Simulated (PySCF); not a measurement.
# AsI₂⁺: relaxation and vibrations of the singlet

Aim: relax AsI₂⁺ as a singlet from a linear start, check by its vibrations whether the end is a minimum, and collect its spectrum and constants.

Program: PySCF 2.14.0. Level of theory: PBE0, basis As def2-TZVP, I def2-TZVP with ECP28, scalar-relativistic core potentials, no spin–orbit coupling, density fitting. These are calculated values, not measurements.

**1. The system as given**

3 atoms, charge 1, spin multiplicity 1.

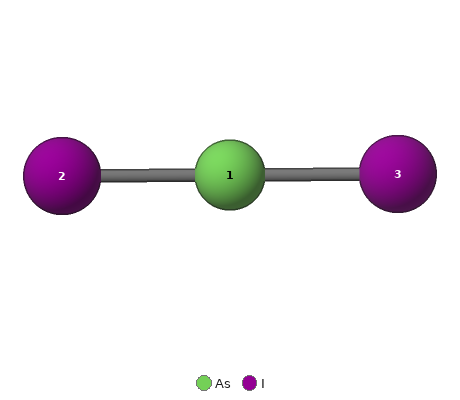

Start geometry, drawn with arsenic green, iodine purple; atoms are numbered from 1 in the order of the file.

Coordinates in bohr (charge 1 multiplicity 1):
```
As    0.0000    0.0000    0.0000
I     0.0000    0.0000    4.7039
I     0.0000    0.0000   -4.7039
```

**2. First SCF at the start**

The steps below are one call of a driver around PySCF. For each, scf.py gives the equivalent set-up of the SCF; relaxations use the driver's own optimiser. After this first run the driver tries any further starts and a stability analysis.

scf.py reads:

```python
from pyscf import gto, scf, dft
mol = gto.M(atom='''
As     0.000000     0.000000     0.000000
I      0.000000     0.000000     2.489200
I      0.000000     0.000000    -2.489200''',
    basis={'As': 'def2-TZVP', 'I': 'def2-TZVP'},
    ecp={'I': 'def2-TZVP'},
    charge=1, spin=0)
mf = dft.RKS(mol, xc='PBE0')
mf.grids.atom_grid = (50, 194)
aux = {'As': 'def2-universal-JKFIT', 'I': 'def2-universal-JKFIT'}
mf = mf.density_fit(auxbasis=aux)
mf.conv_tol = 1e-08
mf.diis_space = 10
mf.max_cycle = 60
mf.init_guess = 'minao'
mf.verbose = 4
mf.kernel()
```

On the command line:

```console
$ OMP_NUM_THREADS=2 python axn.py task.json out
```

Output (excerpt; [...] marks lines left out):

```text
[... the frontier levels of the middle cycles are left out ...]
init E= -2745.778245681
  HOMO = -1.08485908247737  LUMO = -0.805603076968782  gap/eV = 7.59894
cycle= 1 E= -2826.98395103531  delta_E= -81.2  |g|= 4.76  |ddm|=   27
  HOMO = -0.215208020361877  LUMO = -0.210316731798146  gap/eV = 0.13310
cycle= 2 E= -2822.25271891191  delta_E= 4.73  |g|= 6.47  |ddm|= 12.6
  HOMO = -0.298491662365863  LUMO = -0.152250473370715  gap/eV = 3.97943
cycle= 3 E= -2829.74615920727  delta_E= -7.49  |g|= 1.86  |ddm|= 7.32
cycle= 4 E= -2829.94197761905  delta_E= -0.196  |g|= 1.69  |ddm|=  3.2
cycle= 5 E= -2830.71940445308  delta_E= -0.777  |g|= 0.213  |ddm|= 1.46
cycle= 6 E= -2830.71656639251  delta_E= 0.00284  |g|= 0.17  |ddm|= 0.22
cycle= 7 E= -2830.72748742303  delta_E= -0.0109  |g|= 0.0163  |ddm|= 0.189
cycle= 8 E= -2830.72758511032  delta_E= -9.77e-05  |g|= 0.00416  |ddm|= 0.0252
cycle= 9 E= -2830.72758884112  delta_E= -3.73e-06  |g|= 0.00103  |ddm|= 0.00347
cycle= 10 E= -2830.72758890031  delta_E= -5.92e-08  |g|= 0.000559  |ddm|= 0.000943
cycle= 11 E= -2830.72758900824  delta_E= -1.08e-07  |g|= 2.62e-05  |ddm|= 0.000637
cycle= 12 E= -2830.72758900846  delta_E= -2.2e-10  |g|= 1.42e-06  |ddm|= 3.06e-05
  HOMO = -0.434744794651557  LUMO = -0.362786630142011  gap/eV = 1.95808
Extra cycle  E= -2830.72758900846  delta_E= -4.09e-12  |g|= 3.5e-06  |ddm|= 6.28e-06
converged SCF energy = -2830.72758900846
```

This step, with its further starts and checks, ran for 11 s (2 threads of Intel Xeon Platinum 8488C (Sapphire Rapids), shared host).

No lower closed-shell solution turned up in the test of internal stability.

**3. Relaxation: linear start, singlet**

The program finds D∞h symmetry in the start, which this walk keeps.

Changes to scf.py since step 2:

```diff
@@ -16 +15,0 @@
-mf.init_guess = 'minao'
```

The optimiser's trace:

```csv
step,energy (Eh),change (kJ/mol),largest symmetric gradient (Eh/bohr)
0,-2830.727589,0.00,0.01456
1,-2830.728952,-3.58,0.00229
2,-2830.728990,-3.68,0.00021
3,-2830.728991,-3.68,0.00000
```

The walk took 23 s.

Positions (Å) and forces (eV/Å) along the way:

```
step 0
As   0.000   0.000   0.000   0.000   0.000   0.000
I    0.000   0.000   2.489   0.000   0.000   0.749
I    0.000   0.000  -2.489   0.000   0.000  -0.749
step 1
As   0.000   0.000   0.000   0.000   0.000   0.000
I    0.000   0.000   2.533   0.000   0.000   0.118
I    0.000   0.000  -2.533   0.000   0.000  -0.118
step 2
As   0.000   0.000   0.000   0.000   0.000  -0.003
I    0.000   0.000   2.541   0.000   0.000   0.012
I    0.000   0.000  -2.541   0.000   0.000  -0.009
step 3
As   0.000   0.000   0.000   0.000   0.000   0.002
I    0.000   0.000   2.542   0.000   0.000  -0.001
I    0.000   0.000  -2.542   0.000   0.000  -0.001
```

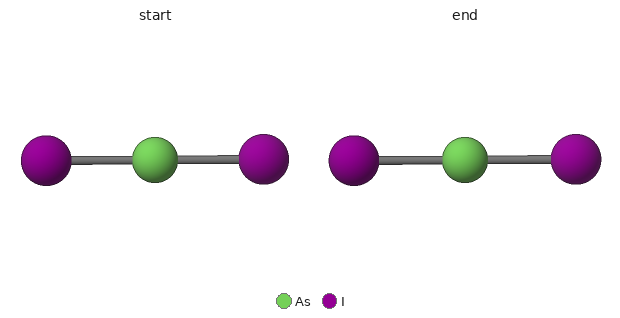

The geometry along the walk, at one scale.

After 3 steps and 3.7 kJ/mol it ends at D∞h: As–I 2.542 Å (×2); I–As–I 180.0°.

**4. Frequencies**

On the finer grid the gradient is checked again; gradients at displacements of ±0.02 bohr then give force constants and infrared intensities.

Changes to scf.py since step 3:

```diff
@@ -3,3 +3,3 @@
-As     0.000000     0.000000     0.000000
-I      0.000000     0.000000     2.489200
-I      0.000000     0.000000    -2.489200''',
+As    -0.000000     0.000000     0.000000
+I     -0.000000     0.000000     2.541784
+I      0.000000    -0.000000    -2.541784''',
@@ -10 +10 @@
-mf.grids.atom_grid = (50, 194)
+mf.grids.atom_grid = (75, 302)
@@ -13 +13 @@
-mf.conv_tol = 1e-08
+mf.conv_tol = 1e-10
```

The driver hands on the density of the step before, so the log starts near convergence.

SCF at the final geometry:

```text
init E= -2830.72896771847
  HOMO = -0.440171241558705  LUMO = -0.366742899156245  gap/eV = 1.99809
cycle= 1 E= -2830.72896771846  delta_E= 8.19e-12  |g|= 4.53e-06  |ddm|= 6.47e-06
  HOMO = -0.440171275749165  LUMO = -0.366743696148785  gap/eV = 1.99807
Extra cycle  E= -2830.7289677184  delta_E= 6.18e-11  |g|= 1.47e-05  |ddm|= 2.07e-05
converged SCF energy = -2830.7289677184
```

The whole step took 41 s.

Geometry: D∞h; As–I 2.542 Å (×2); I–As–I 180.0°.

Modes, for the most abundant isotopes:

```json
{"symmetry": "πu", "ω (cm⁻¹)": "175i", "IR (km/mol)": "2.8", "μ (u)": "82.64"}
{"symmetry": "σg+", "ω (cm⁻¹)": "166", "IR (km/mol)": "0.0", "μ (u)": "126.90"}
{"symmetry": "σu+", "ω (cm⁻¹)": "253", "IR (km/mol)": "157", "μ (u)": "82.64"}
```

2 modes are imaginary, the largest at 175i cm⁻¹: a saddle point, not a minimum.

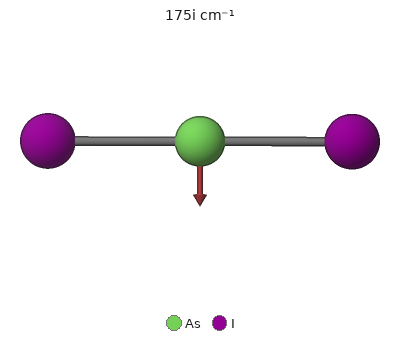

The imaginary mode, as arrows.

Constants and moments:

| Property | Result |
| --- | --- |
| Dipole moment about the centre of mass | 0.00 D |
| Highest occupied level | -11.98 eV |
| Lowest empty level | -9.98 eV |
| Rotational constants | 0.01028 cm⁻¹ |
| Zero-point energy (real modes) | 2.5 kJ/mol |
| Principal polarisabilities | 53.7, 53.7, 229.7 bohr³ |
| Principal traceless quadrupole moments about the centre of mass | -11.93, -11.93, 23.86 D Å |

Populations by atom (charges in e):

```csv
atom,Mulliken,Löwdin,polar tensor,Mayer order to As1
As1,0.54,0.35,1.44,–
"I2,3",0.23,0.33,-0.22,1.62
```

Outer orbital energies (eV). occupied: -25.03, -21.75, -16.15, -14.11, -14.11, -13.16, -13.16, -11.98; empty: -9.98, -9.98, -5.68, -1.61.

Mulliken populations on As1: s 8.01, p 14.16, d 10.29, f 0.01.

**5. Downhill along the imaginary mode**

The start is the last point, displaced along its most imaginary mode.

The program finds C2v symmetry in the start, which this walk keeps. The walk stops when the largest gradient is under 0.0003 Eh/bohr and the energy has settled too.

Changes to scf.py since step 4:

```diff
@@ -3,3 +3,3 @@
-As    -0.000000     0.000000     0.000000
-I     -0.000000     0.000000     2.541784
-I      0.000000    -0.000000    -2.541784''',
+As    -0.118421     0.019406     0.000000
+I      0.034956    -0.005728     2.541784
+I      0.034956    -0.005728    -2.541784''',
@@ -10 +10 @@
-mf.grids.atom_grid = (75, 302)
+mf.grids.atom_grid = (50, 194)
@@ -13 +13 @@
-mf.conv_tol = 1e-10
+mf.conv_tol = 1e-08
```

Steps of the walk:

| step | energy (Eh) | change (kJ/mol) | largest symmetric gradient (Eh/bohr) |
| --- | --- | --- | --- |
| 0 | -2830.731722 | 0.00 | 0.01711 |
| 1 | -2830.746343 | -38.39 | 0.02580 |
| 2 | -2830.765301 | -88.16 | 0.03029 |
| 3 | -2830.784693 | -139.08 | 0.03219 |
| 4 | -2830.799341 | -177.53 | 0.01319 |
| 5 | -2830.802564 | -186.00 | 0.00212 |
| 6 | -2830.802563 | -185.99 | 0.00250 |
| 7 | -2830.802589 | -186.06 | 0.00003 |

The walk took 54 s.

Geometry (Å) and forces (eV/Å) at some steps:

```
step 0
As  -0.118   0.019   0.000  -0.880   0.142   0.000
I    0.035  -0.006   2.542   0.440  -0.071  -0.183
I    0.035  -0.006  -2.542   0.440  -0.071   0.183
step 1
As  -0.313   0.051   0.000  -1.329   0.206  -0.003
I    0.132  -0.022   2.516   0.664  -0.103  -0.809
I    0.132  -0.022  -2.516   0.664  -0.103   0.812
step 4
As  -0.891   0.146   0.000   0.156  -0.044   0.001
I    0.421  -0.069   2.090  -0.078   0.022  -0.678
I    0.421  -0.069  -2.090  -0.078   0.022   0.678
step 7
As  -0.979   0.160   0.000  -0.004  -0.017  -0.001
I    0.465  -0.076   1.947   0.002   0.008   0.001
I    0.465  -0.076  -1.947   0.002   0.008  -0.001
```

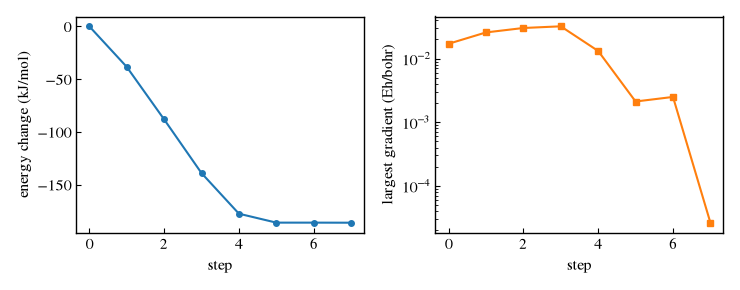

How energy and gradient fall.

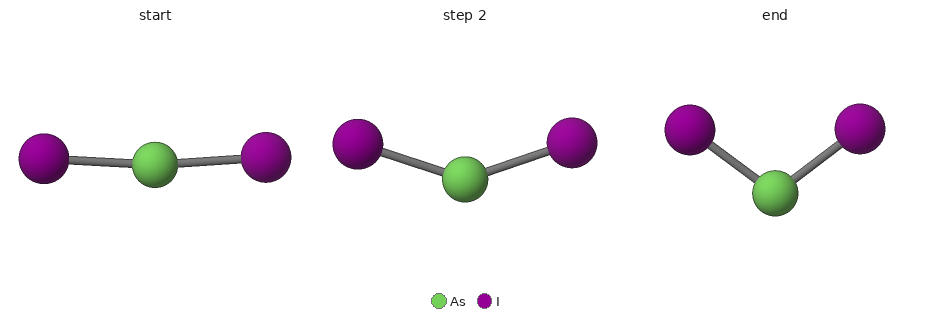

The geometry along the walk, at one scale.

End point (C2v, 7 steps, 186.1 kJ/mol gained): As–I 2.436 Å (×2); I–As–I 106.1°.

**6. Frequencies**

The same treatment as at the point before.

Changes to scf.py since step 5:

```diff
@@ -3,3 +3,3 @@
-As    -0.118421     0.019406     0.000000
-I      0.034956    -0.005728     2.541784
-I      0.034956    -0.005728    -2.541784''',
+As    -1.113449     0.182461    -0.000000
+I      0.328298    -0.053798     1.949324
+I      0.328298    -0.053798    -1.949324''',
@@ -10 +10 @@
-mf.grids.atom_grid = (50, 194)
+mf.grids.atom_grid = (75, 302)
@@ -13 +13 @@
-mf.conv_tol = 1e-08
+mf.conv_tol = 1e-10
```

Log of the central SCF (cycles and frontier levels):

```text
init E= -2830.80260743389
  HOMO = -0.478146787254185  LUMO = -0.359707344981408  gap/eV = 3.22290
cycle= 1 E= -2830.80260743386  delta_E= 2.91e-11  |g|= 9.38e-06  |ddm|= 2.09e-05
  HOMO = -0.478147136758428  LUMO = -0.359706755916568  gap/eV = 3.22293
Extra cycle  E= -2830.80260743375  delta_E= 1.08e-10  |g|= 2.02e-05  |ddm|= 4.43e-05
converged SCF energy = -2830.80260743375
```

The whole step ran for 74 s (2 threads of Intel Xeon Platinum 8488C (Sapphire Rapids), shared host).

Geometry: C2v; As–I 2.436 Å (×2); I–As–I 106.3°.

Modes, for the most abundant isotopes:

```tsv
symmetry	ω (cm⁻¹)	IR (km/mol)
a1	89	0.2
a1	277	6.3
b2	294	51.0
```

Every mode is real; the point is a minimum.

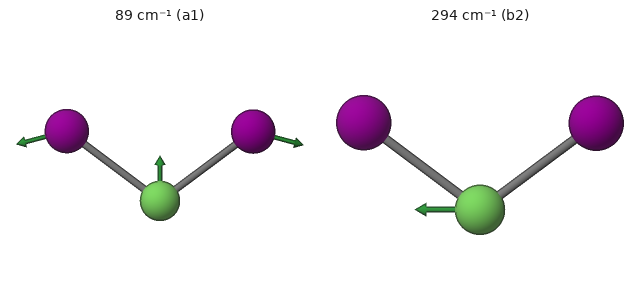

Displacements of 2 of the modes, as arrows (one member where a mode is degenerate).

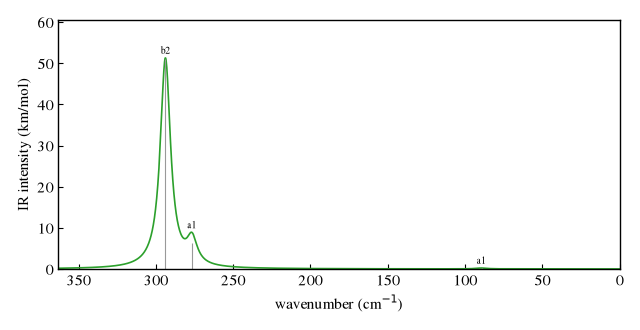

The harmonic infrared spectrum (widths in cm⁻¹). Lines are broadened to a width of 8 cm⁻¹ (Lorentzian).

Properties at this point:

```
Dipole moment about the centre of mass                          : 0.91 D
Highest occupied level                                          : -13.01 eV
Lowest empty level                                              : -9.79 eV
Rotational constants                                            : 0.1365, 0.01748, 0.0155 cm⁻¹
Zero-point energy                                               : 3.9 kJ/mol
Principal polarisabilities                                      : 51.6, 73.0, 142.5 bohr³
Principal traceless quadrupole moments about the centre of mass : -10.04, -4.86, 14.90 D Å
Entropy at 298.15 K and 1 bar                                   : 329.5 J/(mol K)
Heat capacity Cp at 298.15 K                                    : 55.7 J/(mol K)
Enthalpy at 298.15 K above 0 K                                  : 14.20 kJ/mol
Rotational symmetry number                                      : 2
```

Populations by atom (charges in e):

```tsv
atom	Mulliken	Löwdin	polar tensor	Mayer order to As1
As1	0.51	0.27	1.02	–
I2,3	0.25	0.37	-0.01	1.54
```

Mulliken populations on As1: s 7.91, p 14.35, d 10.21, f 0.02.

**7. All stationary points**

| spin | group | bonds | imaginary modes (cm⁻¹) | ΔE (kJ/mol) | with zero-point energy |
| --- | --- | --- | --- | --- | --- |
| singlet | C2v | As–I 2.436 Å (×2) | none | 0.0 | 0.0 |
| singlet | D∞h | As–I 2.542 Å (×2) | 175i, 175i | 193.3 | – |

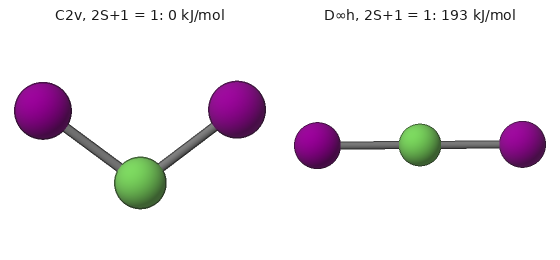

The points, lowest first (arsenic green, iodine purple).

**8. Outcome**

| quantity | value |
| --- | --- |
| minimum | singlet, C2v |
| geometry | As–I 2.436 Å (×2); I–As–I 106.3° |
| wavenumbers (cm⁻¹) | 89 (a1), 277 (a1), 294 (b2) |
| dipole moment (centre of mass) | 0.91 D |
| highest occupied, lowest empty level | -13.01, -9.79 eV |
| polar-tensor charge of As1 | +1.02 e |
| zero-point energy | 3.9 kJ/mol |
| entropy at 298.15 K | 329.5 J/(mol K) |

From D∞h at the start the molecule goes to a C2v minimum, after a stop at a second-order saddle point 193.3 kJ/mol higher, from which it was pushed off along an imaginary mode. The strongest infrared band lies at 294 cm⁻¹ (b2). Only this shape and spin were tried, so other structures or states may lie lower. Spin–orbit coupling is left out.

The search up to here took 3.4 min.
